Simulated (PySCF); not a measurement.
```yaml
atoms:
  - { symbol: C, position_ang: [2.9861, -0.4496, 0.2586] }
  - { symbol: N, position_ang: [1.8321, 0.0171, 0.3054] }
  - { symbol: Si, position_ang: [0.5136, -0.0368, -0.8020] }
  - { symbol: C, position_ang: [-0.9613, -0.8464, 0.0965] }
  - { symbol: C, position_ang: [-1.7570, 0.2715, 0.7866] }
  - { symbol: Si, position_ang: [-1.4997, 1.8618, -0.2467] }
  - { symbol: O, position_ang: [-0.0478, 1.4859, -0.9397] }
  - { symbol: H, position_ang: [3.6466, -0.3225, 1.1131] }
  - { symbol: H, position_ang: [3.4056, -0.9917, -0.5942] }
  - { symbol: H, position_ang: [0.7204, -0.5067, -2.1685] }
  - { symbol: H, position_ang: [-1.5930, -1.3295, -0.6507] }
  - { symbol: H, position_ang: [-0.6802, -1.6157, 0.8144] }
  - { symbol: H, position_ang: [-2.8096, 0.0040, 0.8922] }
  - { symbol: H, position_ang: [-1.3666, 0.4126, 1.7960] }
  - { symbol: H, position_ang: [-2.3938, 2.0540, -1.3928] }
```

Geometry: GFN2-xTB.

Computed with UKS B3LYP, pcH-1 on C H N O Si, non-relativistic, mean-field spin-orbit, GIAO in PySCF.

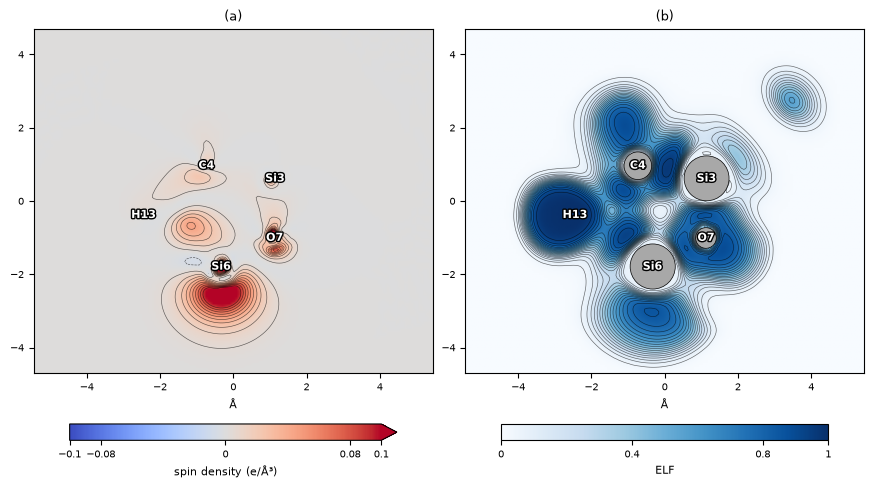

C3H8NOSi2 (doublet). (a) spin density; (b) electron localisation function on the plane of atoms C4, Si3 and O7. Grey discs cover the atomic cores in the ELF map.

**Interpret the plot.**

- The plane passes through Si, C, O and H nuclei.
- Si–O (1.63 Å): the ELF peaks at about 0.85 between the atoms: a shared but strongly polarised pair.
- C–Si (1.91 Å): the ELF peaks at about 0.95 between the atoms, as expected for a covalent bond.
- The ELF also peaks beside O7, away from the bonds: non-bonding electrons, paired or unpaired.
- The unpaired spin (1 electron) lies mostly on Si6 (about 0.7) and H15 (about 0.1), in electrons by Hirshfeld's partition.
